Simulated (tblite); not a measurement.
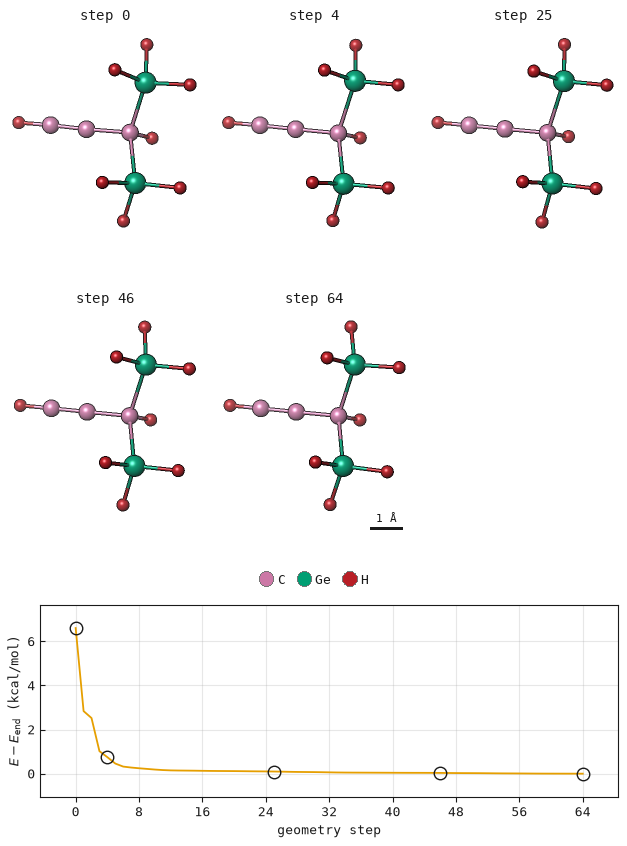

Frames of a relaxation of C₃H₈Ge₂, marked on the history of the run. The picture is a ball-and-stick view, seen at a tilt.

All numbers below come from tblite 0.8.0, GFN2-xTB geometry optimisation, gas phase. 

Describe the path.

Answer. The largest moves after the best rigid fit, 0.21 Å, are those of H atoms. By element the largest moves are H 0.21 Å, C 0.08 Å, Ge 0.06 Å. Among the contacts that change: C–Ge 1.893 → 1.983 Å, Ge–H 1.569 → 1.494 Å, Ge–H 1.545 → 1.499 Å, C–H 1.131 → 1.095 Å. Among the angles between lasting bonds that change: Ge–C–H 104.2° → 108.4°, H–Ge–H 111.7° → 108.1°, Ge–C–Ge 113.7° → 110.7°. After 64 geometry steps the energy has fallen by 6.60 kcal/mol. From step 0 to 4: a Ge atom moves most (0.07 Å), energy −5.85 kcal/mol. From step 4 to 25: an H atom moves most (0.08 Å), energy −0.65 kcal/mol. From step 25 to 46: an H atom moves most (0.10 Å), energy −0.06 kcal/mol. From step 46 to 64: an H atom moves most (0.09 Å), energy −0.03 kcal/mol.
